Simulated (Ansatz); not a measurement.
A series of calculations on GePH$_{5}$F$_{2}$

**1. Relaxation**

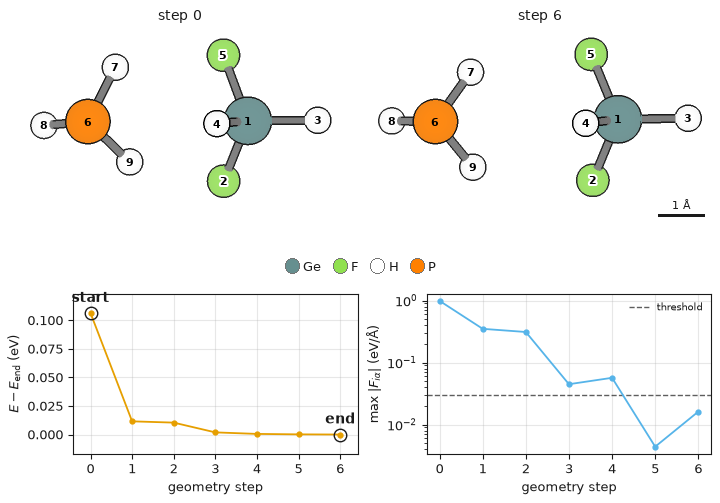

First and last geometry of a relaxation of GePH₅F₂, with the history of the run. A ball-and-stick model, seen face on.

The run prepares an end point of a later path (reaction) calculation, from a guessed geometry.

Level of theory: RKS PBE0-D4/def2-SVP in Ansatz.

Input
```yaml
crystal:
  periodic: [false, false, false]
  atoms:
    - { symbol: Ge, position_ang: [0.286697, 0.049412, -0.128617] }
    - { symbol: F, position_ang: [0.469982, -0.024711, 1.567779] }
    - { symbol: H, position_ang: [1.682855, -0.014736, -0.734057] }
    - { symbol: H, position_ang: [-0.603528, 1.234379, -0.500509] }
    - { symbol: F, position_ang: [-0.510674, -1.421825, -0.578581] }
    - { symbol: P, position_ang: [-2.908398, 0.194485, 1.242998] }
    - { symbol: H, position_ang: [-2.654181, -0.913828, 0.375464] }
    - { symbol: H, position_ang: [-3.520346, -0.637695, 2.235356] }
    - { symbol: H, position_ang: [-1.630607, 0.116319, 1.872867] }
basis:
  gaussian: { orbitals: def2-SVP }
hamiltonian:
  xc: pbe0
  dispersion: d4
relax:
  f_tol: 0.03
  max_steps: 50
```

Run as
```bash
ansatz run input.yaml --threads 2 --pin off --max-ram 3072MiB --backend cpu --events-out ev --progress --plain --runs-dir out
```

**Read the history and describe the run.**

It converged. The energy falls by 0.106 eV in 6 geometry steps. Largest force component: 0.99 eV/Å at the start, 0.016 eV/Å at the end. H9 moves most after the best rigid fit: 0.38 Å. Largest moves by element: H 0.38 Å, P 0.27 Å, Ge 0.23 Å, F 0.20 Å. Near-neighbour distances that change, for instance: Ge1–P6 3.480 → 3.971 Å, Ge1–F2 1.708 → 1.732 Å, Ge1–H3 1.523 → 1.528 Å. The run took 16 s on 2 threads of Intel(R) Xeon(R) Platinum 8488C (Sapphire Rapids), on a shared host, peak memory 0.25 GiB.

**2. Relaxation**

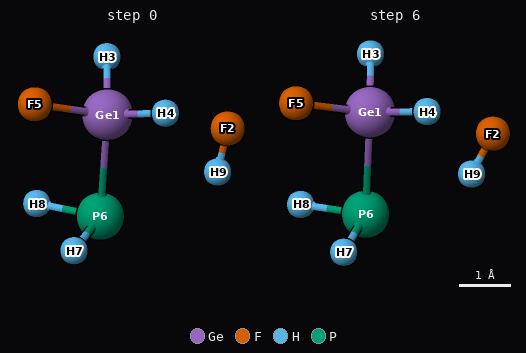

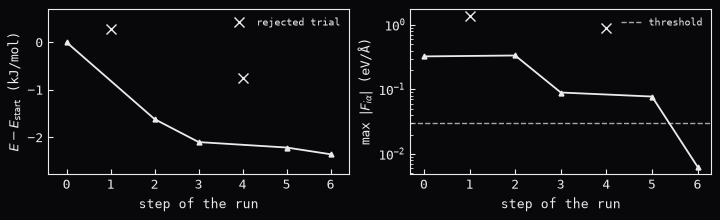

First and last geometry of a relaxation of GePH$_{5}$F$_{2}$, with the history of the run. Style: ball-and-stick. Shown at a tilt.

The run prepares an end point of a later path (reaction) calculation, from a guessed geometry.

Theory: Ansatz, RKS PBE0-D4/def2-SVP. Settings: no spin polarisation; force threshold 0.03 eV/Å; at most 50 steps.

> Did the run converge, and what did it change?

It converged. H9 moves most after the best rigid fit: 0.19 Å. By element the largest moves are H 0.19 Å, F 0.11 Å, P 0.07 Å, Ge 0.05 Å. Among the contacts that change: Ge1–P6 2.284 → 2.320 Å, F2–H9 0.925 → 0.932 Å. The energy falls by 2.35 kJ/mol in 4 accepted moves (6 points after the start). The largest force component goes from 0.32 to 0.0063 eV/Å. The line search rejected the trial steps at points 1, 4 of the run.

```json
{"step": "0", "E − E(0), kJ/mol": "0.00", "largest force component, eV/Å": "0.3241", "note": ""}
{"step": "1", "E − E(0), kJ/mol": "0.29", "largest force component, eV/Å": "1.3557", "note": "rejected"}
{"step": "2", "E − E(0), kJ/mol": "-1.62", "largest force component, eV/Å": "0.3349", "note": ""}
{"step": "3", "E − E(0), kJ/mol": "-2.10", "largest force component, eV/Å": "0.0894", "note": ""}
{"step": "4", "E − E(0), kJ/mol": "-0.74", "largest force component, eV/Å": "0.8845", "note": "rejected"}
{"step": "5", "E − E(0), kJ/mol": "-2.21", "largest force component, eV/Å": "0.0775", "note": ""}
{"step": "6", "E − E(0), kJ/mol": "-2.35", "largest force component, eV/Å": "0.0063", "note": ""}
```

Limits of the set-up: the start holds two separate molecules, 2.6 Å apart at their closest, whose relative position is a soft coordinate.

**3. Path**

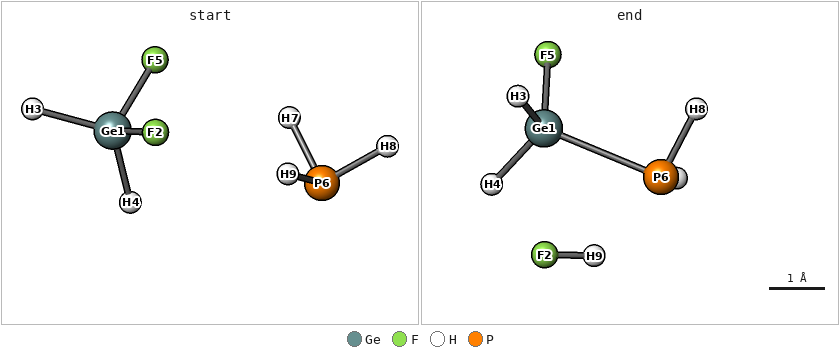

The two relaxed end points of a path for GePH₅F₂, made up at the start of GeH2F2 and PH3. The picture is a ball-and-stick view, seen from a free direction.

Method: Ansatz 0.2.0, RKS PBE0-D4/def2-SVP.

Settings: 5 movable images; climbing image; force threshold 0.03 eV/Å; iteration limit 60.

Start:
```xyz
9

Ge    0.4729    0.0496   -0.2548
F     0.6421   -0.0233    1.4671
H     1.8715   -0.0240   -0.8663
H    -0.4317    1.2350   -0.5888
F    -0.3696   -1.4022   -0.6791
P    -3.1505    0.1708    1.3653
H    -2.7032   -0.8909    0.5202
H    -3.7908   -0.7175    2.2818
H    -1.9290    0.1843    2.1071
```

End:
```xyz
9

Ge   -0.4722   -0.3233   -0.2078
F     0.1245    1.3107    2.1984
H     0.7622   -0.9859    0.4115
H    -0.2470    1.0910   -0.7517
F    -0.8985   -1.3046   -1.5936
P    -2.2554   -0.3588    1.2760
H    -3.2623   -0.1202    0.2981
H    -2.4004   -1.7750    1.2915
H    -0.7390    1.0479    2.4303
```

> Predict the minimum-energy path and its barrier.

The highest point, image 3, lies 40.7 kcal/mol above the start and 34.7 kcal/mol above the end; the end is at +6.0 kcal/mol relative to the start. Breaking: Ge1–F2 (1.73 → 1.98 at the top → 2.97 Å), P6–H9 (1.43 → 1.60 at the top → 2.37 Å). Forming: F2–H9 (2.66 → 1.28 at the top → 0.93 Å), Ge1–P6 (3.97 → 2.74 at the top → 2.32 Å). The band converged in 31 iterations. The largest component of the band force went from 9.7 to 0.027 eV/Å. The climbing image converged on the top of the path. Its vibrational analysis gives one imaginary mode (843i cm⁻¹), as a transition state must have.

Energies of the converged images:

| image | path (Å) | E (kcal/mol) |
| --- | --- | --- |
| 0 | 0.00 | 0.0 |
| 1 | 1.88 | 0.0 |
| 2 | 3.77 | 1.3 |
| 3 | 5.65 | 40.7 |
| 4 | 6.16 | 22.4 |
| 5 | 6.67 | 9.1 |
| 6 | 7.19 | 6.0 |

The geometry at the top of the path:

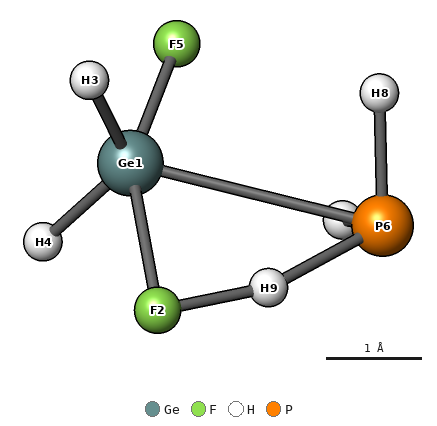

Limits of the set-up: the start holds two separate molecules, 2.7 Å apart at their closest, whose relative position is a soft coordinate.

The run took 5.4 min on 2 threads of Intel(R) Xeon(R) Platinum 8488C (Sapphire Rapids) (shared host), peak memory 0.25 GiB.
